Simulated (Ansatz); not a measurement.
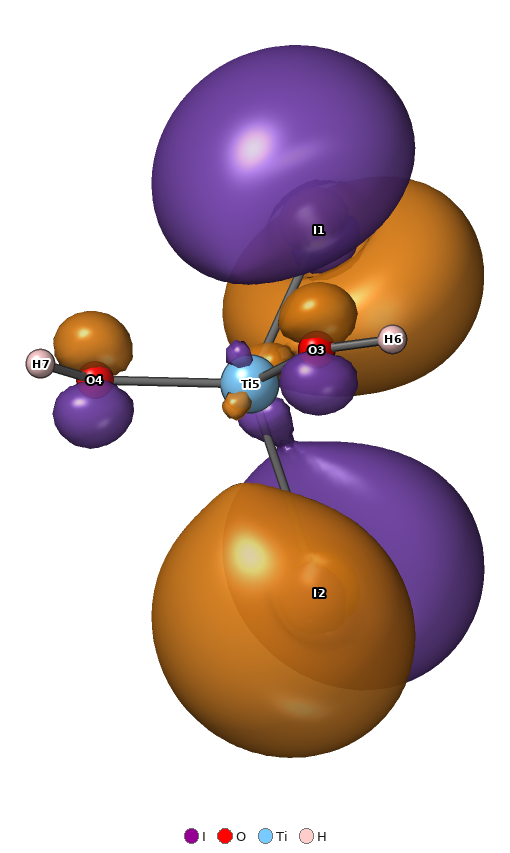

Figure 1: H₂I₂O₂Ti. One frontier orbital at ±0.06 Å⁻³ᐟ² (orange and purple are the two phases), seen from one side.

Geometry: PBE0-D4/def2-SVP; core potentials replace the inner electrons of I.

Level of theory: isolated molecule in a Gaussian basis; Kohn-Sham density functional theory, functional PBE0 (Ansatz 0.2.0).

```yaml
atoms:
  - { symbol: I, position_ang: [-1.4376, -0.5563, -2.2769] }
  - { symbol: I, position_ang: [0.7004, 2.6003, -0.5213] }
  - { symbol: O, position_ang: [-0.8804, -0.0647, 1.1758] }
  - { symbol: O, position_ang: [1.4700, -0.8867, -0.2075] }
  - { symbol: Ti, position_ang: [0.0456, 0.1190, -0.2804] }
  - { symbol: H, position_ang: [-1.6799, 0.2205, 1.6298] }
  - { symbol: H, position_ang: [1.8432, -1.5001, 0.4349] }
```

**Which orbital is it: HOMO or LUMO?**

The HOMO, at −7.40 eV. Its weight (Hirshfeld) is mainly on I1 (about 45 %) and I2 (about 45 %); largely a combination of lone pairs on I1 and I2.
